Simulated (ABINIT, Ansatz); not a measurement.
# Quasiparticle gap of Al2O3 (Corundum) in ABINIT, part 2 of 2

Aim: the G0W0 gap of Al2O3 (Corundum) on PBE, step by step.

ABINIT 10.8.3; PBE and many-body steps on it, plane waves. Known limits of the many-body steps: not at the basis limit.

So far. Step 2 (Ground state): The gap is direct, at Γ. Step 3 (Empty states on the mesh, 4×4×4 mesh, 90 bands): On this mesh the gap is 6.266 eV.

### Step 4. Screening, 4×4×4 mesh, 82 bands, screening to 98 eV

The RPA dielectric matrix is built and inverted for each q.

This step: RPA screening on PBE, plane waves, norm-conserving pseudopotentials.

run.abi reads:

```
acell 3*1.0 Angstrom
rprim 
  2.380249999995 1.374237978213 4.331866666707
  -2.380249999995 1.374237978213 4.331866666707
  -0.000000000000 -2.748475956495 4.331866666685
ntypat 2
znucl 13 8
natom 10
typat 1 1 1 1 2 2 2 2 2 2
xred 
  0.352160000000 0.352160000000 0.352160000000
  0.147840000000 0.147840000000 0.147840000000
  0.647840000000 0.647840000000 0.647840000000
  0.852160000000 0.852160000000 0.852160000000
  0.556680000000 0.943320000000 0.250000000000
  0.250000000000 0.556680000000 0.943320000000
  0.943320000000 0.250000000000 0.556680000000
  0.443320000000 0.056680000000 0.750000000000
  0.750000000000 0.443320000000 0.056680000000
  0.056680000000 0.750000000000 0.443320000000
pp_dirpath "pseudos"
pseudos "Al.upf, O.upf"
ecut 36
ngkpt 4 4 4
nshiftk 1
shiftk 0 0 0
kptopt 1
chksymbreak 0
istwfk *1
occopt 1
irdwfk 1
optdriver 3
nband 82
ecuteps 3.6
inclvkb 2
awtr 1
symchi 1
indata_prefix "in"
outdata_prefix "out"
tmpdata_prefix "tmp"
```

Command:

```console
OMP_NUM_THREADS=1 mpirun -n 8 abinit run.abi > log
```

Numbers of over 12 decimals in the logs are rounded to 6 here.

What it wrote:

```text
.Version 10.8.3 of ABINIT. v10.8.2 released Aug 2026.

 Symmetries : space group R-3 c (#167); Bravais hR (rhombohedral)
[... echo of the input left out ...]
== DATASET  1 ==================================================================
-   mpi_nproc: 8, omp_nthreads: 1 (-1 if OMP is not activated)

--- !DatasetInfo
iteration_state: {dtset: 1, }
dimensions: {natom: 10, nkpt: 13, mband: 82, nsppol: 1, nspinor: 1, nspden: 1, mpw: 5940, }
cutoff_energies: {ecut:  36.0, pawecutdg:  -1.0, }
electrons: {nelect:   4.80000000E+01, charge:   0.00000000E+00, occopt:   1.00000000E+00, tsmear:   1.00000000E-02, }

 SCREENING: Calculation of the susceptibility and dielectric matrices

 Based on a program developped by R.W. Godby, V. Olevano, G. Onida, and L. Reining.
 Incorporated in ABINIT by V. Olevano, G.-M. Rignanese, and M. Torrent.
.Using double precision arithmetic ; gwpc =  8

[... cell and pseudopotentials left out ...]
--------------------------------------------------------------------------------

 ==== K-mesh for the wavefunctions ====
 Number of points in the irreducible wedge :    13
[... list of points left out ...]
 Together with 12 symmetry operations and time-reversal symmetry
 yields    64 points in the full Brillouin Zone.

 ==== Q-mesh for the screening function ====
 Number of points in the irreducible wedge :    13
[... list of points left out ...]
 Together with 12 symmetry operations and time-reversal symmetry
 yields    64 points in the full Brillouin Zone.

 setmesh: FFT mesh size selected  =    36x   36x   36
          total number of points  =        46656

 vcoul_init : cutoff-mode = AUXILIARY_FUNCTION
 q-points for optical limit:   1
     1)      0.000010    0.000020    0.000030

- screening: taking advantage of time-reversal symmetry
- Maximum band index for partially occupied states nbvw = 24
- Remaining bands to be divided among processors   nbcw = 58
- Number of bands treated by each node ~7

 Number of electrons calculated from density =   48.0000; Expected =   48.0000
 average of density, n =  0.083663
 r_s =    1.4184
 omega_plasma =   27.9012 [eV]

 calculating chi0 at frequencies [eV] :
  1    0.000000E+00    0.000000E+00
  2    0.000000E+00    2.790117E+01

--------------------------------------------------------------------------------
  q-point number  1        q = ( 0.000000, 0.000000, 0.000000) [r.l.u.]
--------------------------------------------------------------------------------
[... chi0 elements left out ...]
 For q-point:  0.000010 0.000020 0.000030
  dielectric constant =   3.0641
  dielectric constant without local fields =   3.2143

  Average fulfillment of the sum rule on Im[epsilon] for q-point    1 :     40.28  [%]
[... wings left out ...]
  q-point number  2        q = ( 0.250000, 0.000000, 0.000000) [r.l.u.]
--------------------------------------------------------------------------------
[... chi0 elements left out ...]
  Average fulfillment of the sum rule on Im[epsilon] for q-point    2 :     55.24  [%]

 [... 11 further q-points ...]
```

Run time: 85 s. Hardware: 8 MPI ranks of Intel Xeon Platinum 8488C (Sapphire Rapids), shared host; peak memory 3.7 GiB; 11 min of CPU time.

Numbers from this step:

```yaml
eps_infinity_with_local_fields_on_this_mesh_along_the_program_s_q_direction: 3.064
the_same_without_local_fields: 3.214
plasma_frequency: 27.90 eV
plane_waves_in_the_screening_matrix: 181
```

Local fields lower ε∞ by 5 %.

### Step 5. Self-energy, 4×4×4 mesh, 82 bands, screening to 98 eV

The self-energy is evaluated for the states that the input lists, and the levels follow from it, in one-shot runs by the linearised quasiparticle equation.

This step: G0W0 on PBE, plane waves, norm-conserving pseudopotentials.

Edit run.abi of step 4 so:

```diff
@@ -31,8 +31,15 @@
 irdwfk 1
-optdriver 3
+optdriver 4
 nband 82
+gwcalctyp 0
+ecutsigx 36
+symsigma 1
+nkptgw 1
+kptgw 
+  0.0000000000 0.0000000000 0.0000000000
+bdgw 
+  22 26
 ecuteps 3.6
-inclvkb 2
-awtr 1
-symchi 1
+irdscr 1
+ppmodel 1
 indata_prefix "in"
```

What it wrote:

```text
.Version 10.8.3 of ABINIT. v10.8.2 released Aug 2026.

 Symmetries : space group R-3 c (#167); Bravais hR (rhombohedral)
[... echo of the input left out ...]
== DATASET  1 ==================================================================
-   mpi_nproc: 8, omp_nthreads: 1 (-1 if OMP is not activated)

--- !DatasetInfo
iteration_state: {dtset: 1, }
dimensions: {natom: 10, nkpt: 13, mband: 82, nsppol: 1, nspinor: 1, nspden: 1, mpw: 5940, }
cutoff_energies: {ecut:  36.0, pawecutdg:  -1.0, }
electrons: {nelect:   4.80000000E+01, charge:   0.00000000E+00, occopt:   1.00000000E+00, tsmear:   1.00000000E-02, }

 SIGMA: Calculation of the GW corrections

 Based on a program developped by R.W. Godby, V. Olevano, G. Onida, and L. Reining.
 Incorporated in ABINIT by V. Olevano, G.-M. Rignanese, and M. Torrent.
.Using double precision arithmetic ; gwpc =  8

[... cell and pseudopotentials left out ...]
--------------------------------------------------------------------------------

 ==== K-mesh for the wavefunctions ====
 Number of points in the irreducible wedge :    13
[... list of points left out ...]
 Together with 12 symmetry operations and time-reversal symmetry
 yields    64 points in the full Brillouin Zone.

 ==== Q-mesh for screening function ====
 Number of points in the irreducible wedge :    13
[... list of points left out ...]
 Together with 12 symmetry operations and time-reversal symmetry
 yields    64 points in the full Brillouin Zone.

 vcoul_init : cutoff-mode = AUXILIARY_FUNCTION
 q-points for optical limit:   1
     1)      0.000010    0.000020    0.000030
 setmesh: FFT mesh size selected  =    54x   54x   54
          total number of points  =       157464

 Number of electrons calculated from density =   48.0000; Expected =   48.0000
 average of density, n =  0.083663
 r_s =    1.4184
 omega_plasma =   27.9012 [eV]

 === KS Band Gaps ===
  >>>> For spin  1
   Minimum direct gap =   6.2663 [eV], located at k-point      :   0.0000  0.0000  0.0000
   Fundamental gap    =   6.2663 [eV], Top of valence bands at :   0.0000  0.0000  0.0000
                                       Bottom of conduction at :   0.0000  0.0000  0.0000
 SIGMA fundamental parameters:
 PLASMON POLE MODEL  1
 number of plane-waves for SigmaX                 5879
 number of plane-waves for SigmaC and W            181
 number of plane-waves for wavefunctions          5879
 number of bands                                    82
 number of independent spin polarizations            1
 number of spinorial components                      1
 number of k-points in IBZ                          13
 number of q-points in IBZ                          13
 number of symmetry operations                      12
 number of k-points in BZ                           64
 number of q-points in BZ                           64
 number of frequencies for dSigma/dE                 9
 frequency step for dSigma/dE [eV]                0.25
 number of omega for Sigma on real axis              0
 max omega for Sigma on real axis  [eV]           0.00
 zcut for avoiding poles [eV]                     0.10

 EPSILON^-1 parameters (SCR file):
 dimension of the eps^-1 matrix on file            181
 dimension of the eps^-1 matrix used               181
 number of plane-waves for wavefunctions          5879
 number of bands                                    82
 number of q-points in IBZ                          13
 number of frequencies                               2
 number of real frequencies                          1
 number of imag frequencies                          1

 matrix elements of self-energy operator (all in [eV])

 Perturbative Calculation

--- !SelfEnergy_ee
iteration_state: {dtset: 1, }
kpoint     : [   0.000,    0.000,    0.000, ]
spin       : 1
KS_gap     :    6.266
QP_gap     :    8.424
Delta_QP_KS:    2.158
data: !SigmaeeData |
     Band     E0 <VxcDFT>   SigX SigC(E0)      Z dSigC/dE  Sig(E)    E-E0       E
       22   5.137 -20.467 -25.963   4.623   0.820  -0.219 -21.183  -0.716   4.421
       23   5.137 -20.467 -25.963   4.623   0.820  -0.219 -21.183  -0.716   4.421
       24   5.182 -20.398 -25.833   4.602   0.821  -0.218 -21.082  -0.684   4.498
       25  11.448 -13.779  -8.892  -3.170   0.858  -0.165 -12.305   1.474  12.922
       26  14.369 -11.424  -6.101  -3.502   0.864  -0.157  -9.850   1.573  15.942

== END DATASET(S) ==============================================================
================================================================================

 -outvars: echo values of variables after computation  --------
           etotal      0.0000000000E+00
            nband          82
             nkpt          13
          spgroup         167
 [... the other variables as echoed above ...]

 Calculation completed.
```

Run time: 4.5 s. Hardware: 8 MPI ranks; peak memory 1.9 GiB.

Numbers from this step:

| Quantity | Value |
| --- | --- |
| G0W0 gap on the points computed | 8.424 eV |
| starting gap on the mesh | 6.266 eV |
| k of the valence top | 0, 0, 0 |
| k of the conduction bottom | 0, 0, 0 |
| Z at the valence top | 0.821 |
| Z at the conduction bottom | 0.858 |
| least direct G0W0 gap on the computed points | 8.424 eV |

The gap on the mesh goes from 6.27 eV to 8.42 eV, a correction of +2.16 eV.

Limits: finite bands, cutoff and mesh. v1 is the top filled band, c1 the lowest empty one. The levels before and after the correction (eV, zero at the valence-band top of each column):

|  | conduction bottom | valence top |
| --- | --- | --- |
| Kohn-Sham | 6.27 | 0.00 |
| G0W0 | 8.42 | 0.00 |

|  | level | energy (eV) |
| --- | --- | --- |
| Kohn-Sham | Γ v3-v2 | -0.045 |
| Kohn-Sham | Γ v1 | 0.000 |
| Kohn-Sham | Γ c1 | 6.266 |
| Kohn-Sham | Γ c2 | 9.188 |
| G0W0 | Γ v3-v2 | -0.077 |
| G0W0 | Γ v1 | 0.000 |
| G0W0 | Γ c1 | 8.424 |
| G0W0 | Γ c2 | 11.444 |

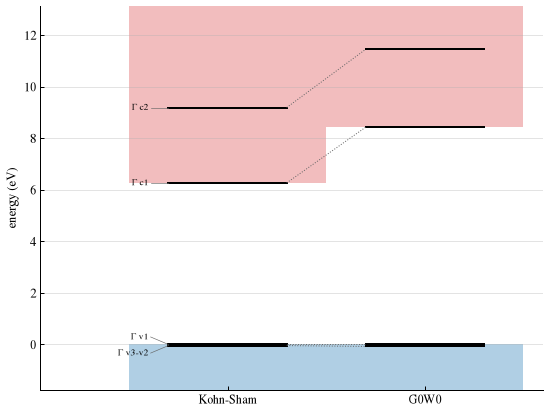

Levels before and after the correction. Shaded: valence and conduction bands.

### Step 6. Where the time went

Times are wall times on 8 MPI ranks of Intel Xeon Platinum 8488C (Sapphire Rapids), shared host, good to a factor of about two.

| step | time | share | memory (GiB) |
| --- | --- | --- | --- |
| ground state | 42 s | 24 % | 0.9 |
| empty states on the mesh | 39 s | 23 % | 0.76 |
| screening | 85 s | 50 % | 3.7 |
| self-energy | 4.5 s | 3 % | 1.9 |

### Step 7. What came out

- PBE gap: 6.27 eV, direct
- G0W0 gap on the mesh: 8.42 eV
- GW settings: 4×4×4 mesh, 82 bands, screening to 98 eV, Godby-Needs plasmon pole
- known limits: not at the basis limit

In words: G0W0 moves the gap on the mesh from 6.27 eV to 8.42 eV (+2.16 eV), with Z of 0.82 and 0.86 at the edges. Local fields lower the RPA ε∞ on this mesh from 3.21 to 3.06. Only 1 of the mesh's irreducible points was corrected, so a valley elsewhere could overtake. The dearest step here is «screening». Against experiment, by G0W0@PBE: the gap of 8.42 eV lies −0.28 eV from the measured 8.7 eV (optical, quoted 2018). An exciton line or allowed optical edge lies below the quasiparticle gap by the binding energy; a forbidden edge can push the onset above it. The calculation has static nuclei and no excitons; a measured gap holds zero-point and thermal motion, which mostly lowers it. Bands and cutoff are finite, so the gap is not at the basis limit. The miss can reach some tenths of an eV and take either sign; the mesh is an error of its own. In the G0W0 run levels were corrected at 1 k point alone, so a gap called «on the mesh» is the least over those, and an edge elsewhere would be missed.

[Paths, hosts, dates, memory and timing lines, banners, echoed tables and standing remarks are left out of the program output.]

[Logs are printed without paths, hosts, clocks, repeated set-up lines and the standing remarks that a program may print on its own settings, such as how far it seeks lower states.]

[Runs of the session that timed out or met a known fault of the program may be left out.]

[Hosts, paths, dates, database ids (printed as entryN), source tags and the programs' standing remarks are cut or masked in the printed files.]

[G0W0 gaps are taken among the corrected bands and points alone; a level outside them can change the order at an edge.]

[Where Ansatz stands beside ABINIT at settings called matched, ABINIT's density can come from a denser mesh and the files from another edition; pairs whose starting gaps differed by over 0.03 eV were left out, so agreement reads better than it is.]
